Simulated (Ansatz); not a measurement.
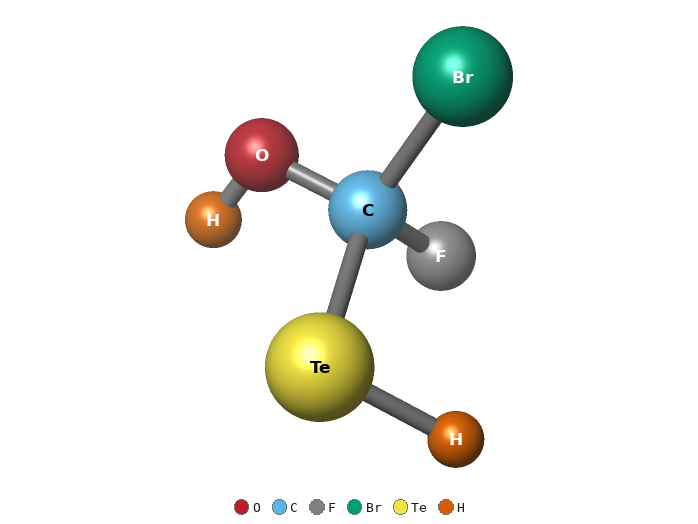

Ball-and-stick drawing of a structure.

Computed geometry: PBE0-D4/def2-TZVP optimisation.

What is the molecular formula?

CH2BrFOTe, 7 atoms: 1 carbon, 2 hydrogen, 1 bromine, 1 fluorine, 1 oxygen and 1 tellurium.

How many bonds of each kind are drawn?

1 C–O, 1 C–F, 1 C–Br, 1 C–Te, 1 O–H, 1 Te–H.

Does it have rings?

It has no ring.

More results for the same structure follow; atom numbers are the same in all pictures, views and colours differ.

### Symmetry

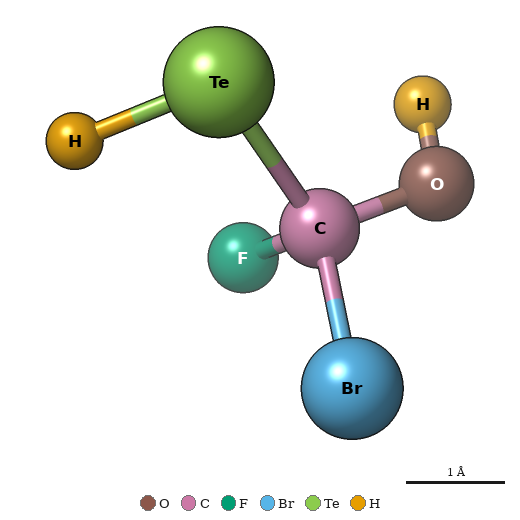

Distant atoms are faded towards the background colour. Masses are those of the most abundant isotopes; constants are for the rigid equilibrium geometry.

Classify the rotor and give the rotational constants (GHz).

An asymmetric top (C1): A = 3.04, B = 0.774, C = 0.698 GHz. Ray's parameter κ is −0.94, close to the prolate limit.

### Vibrations

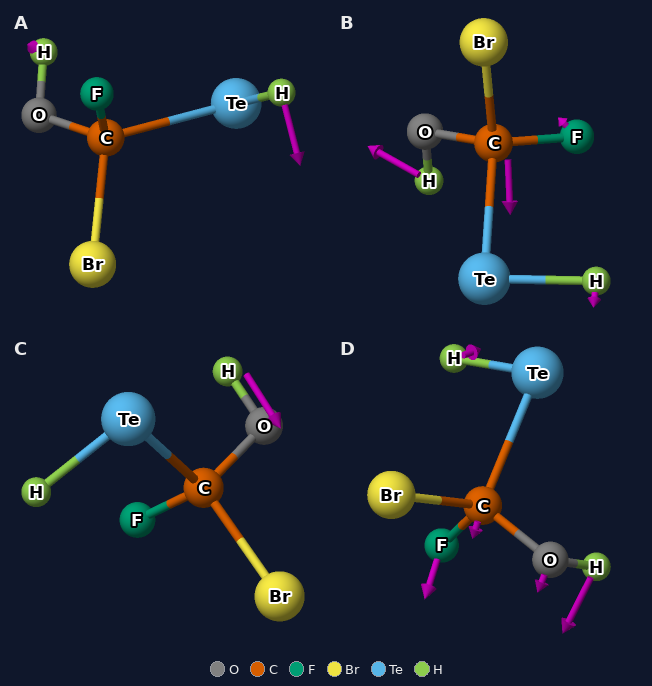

4 normal modes of one molecule or complex, as arrows. Harmonic vibrations computed with RKS PBE0-D4/def2-TZVP, core potentials on Te (Ansatz 0.2.0) at a stationary point of the same level.

Match the panels to the wavenumbers 99 cm⁻¹, 261 cm⁻¹, 739 cm⁻¹, 3780 cm⁻¹.

A: 99 cm⁻¹, a torsion or out-of-plane motion in which bond lengths and bond angles hardly change
B: 739 cm⁻¹
C: 3780 cm⁻¹, O–H stretching
D: 261 cm⁻¹

### Dipole moment

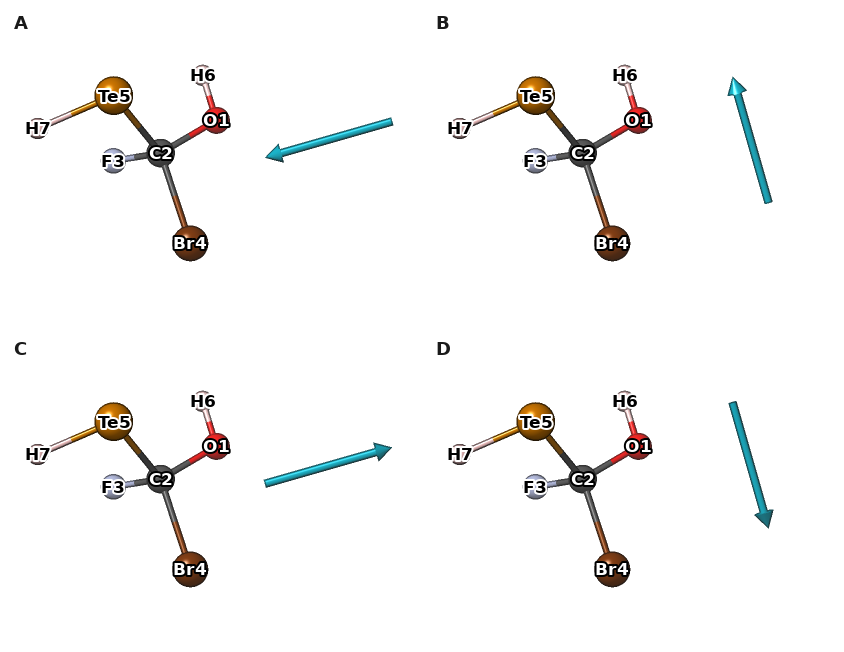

The same molecule four times, each with an arrow. Level of theory: RKS PBE0-D4/def2-TZVP, core potentials on Te (Ansatz 0.2.0).

Which arrow points along the dipole moment, from the negative to the positive end?

B. The dipole moment is 2.07 D; it points from the side of Br4 to the side of Te5 (the outermost atoms at the two ends).

### Charges

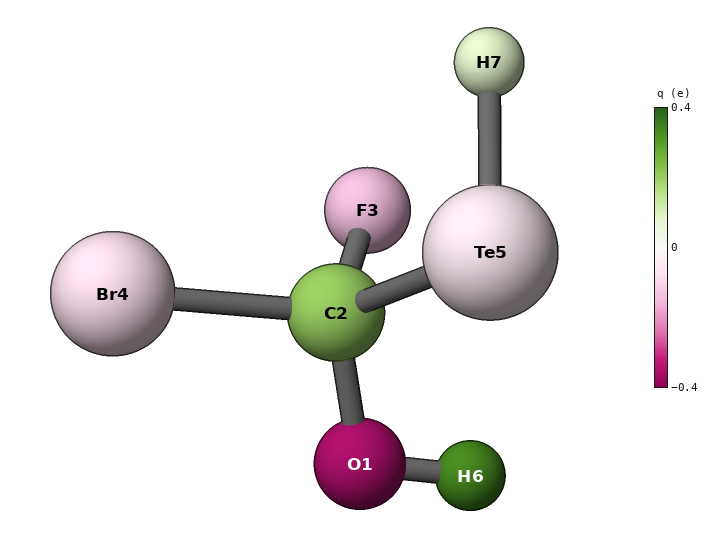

Atoms are coloured by their Mulliken charges. Properties computed with RKS PBE0-D4/def2-TZVP, core potentials on Te (Ansatz 0.2.0).

Give the Mulliken charges atom by atom.

```csv
atom,value (e)
O1,−0.35
C2,0.20
F3,−0.14
Br4,−0.07
Te5,−0.05
H6,0.33
H7,0.08
```

Mulliken values depend strongly on the basis set and can even reverse the polarity of a bond.
